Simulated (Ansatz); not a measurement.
# C2H8OSn: small, medium and large basis sets

Aim: see how fast density functionals converge with the basis set for C2H8OSn.

Computed with Ansatz 0.2.0, Gaussian basis. Level: one geometry, several basis sets.

Plan: PBE0-D4/def2-SVP; ωB97M-V/def2-SVP; PBE0-D4/def2-QZVPP; ωB97M-V/def2-QZVPP; the functionals' def2-TZVPP values are taken from earlier runs.

### 1 Structure used throughout

An earlier PBE0-D4 in a triple-zeta def2 set relaxation fixed the geometry. Sn takes the def2 core potential; no spin-orbit term is included.

SMILES `[CH3][SnH]([CH3])[OH]`, 12 atoms, charge 0, spin multiplicity 1.

Atoms are counted from 1 here; the program's logs count them from 0.

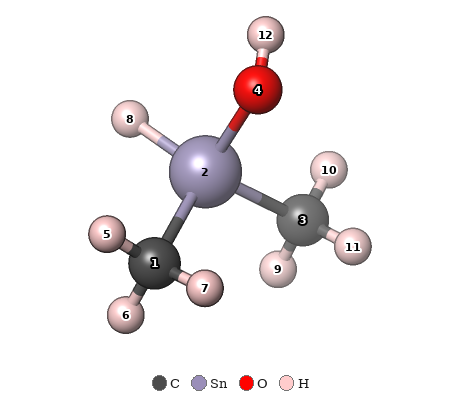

The structure; carbon dark grey, tin purple, oxygen red, hydrogen pink; atoms are numbered from 1 in the order of the file.

### 2 PBE0-D4 in def2-SVP

The input, in.yaml:

```yaml
crystal:
  periodic: [false, false, false]
  atoms:
    - {symbol: C, position_ang: [-0.737274, 1.161640, -1.330250]}
    - {symbol: Sn, position_ang: [-0.473899, -0.166589, 0.310733]}
    - {symbol: C, position_ang: [1.517356, -0.173758, 1.086467]}
    - {symbol: O, position_ang: [-0.798933, -1.938099, -0.509576]}
    - {symbol: H, position_ang: [-1.759612, 1.088486, -1.700521]}
    - {symbol: H, position_ang: [-0.537727, 2.191227, -1.030951]}
    - {symbol: H, position_ang: [-0.050050, 0.883420, -2.129727]}
    - {symbol: H, position_ang: [-1.637802, 0.046649, 1.558193]}
    - {symbol: H, position_ang: [1.775755, 0.808435, 1.485241]}
    - {symbol: H, position_ang: [1.607029, -0.911899, 1.883811]}
    - {symbol: H, position_ang: [2.214528, -0.428400, 0.287764]}
    - {symbol: H, position_ang: [-1.042470, -2.616313, 0.122915]}
basis:
  gaussian: {orbitals: def2-SVP}
hamiltonian: {xc: pbe0, dispersion: d4}
output: {orbitals: {seedname: orbitals}}
```

The runs that follow: ωB97M-V in def2-SVP; PBE0-D4 in def2-QZVPP; ωB97M-V in def2-QZVPP.

Q: Predict the results of all the runs planned. Wanted: PBE0-D4: double and triple zeta above quadruple; ωB97M-V: double and triple zeta above quadruple.

The runs gave:

```
                                       quantity          value
PBE0-D4: double and triple zeta above quadruple  5.88, 0.33 eV
ωB97M-V: double and triple zeta above quadruple  6.15, 0.33 eV
```

For PBE0-D4 the step from double to triple zeta gains 5.55 eV and the next only 0.33 eV. Total energies overstate the basis error of differences, where much of it tends to cancel. The LUMO of ωB97M-V is positive and keeps falling with the basis (2.38 to 1.09 eV): an unbound level that the basis holds in place.
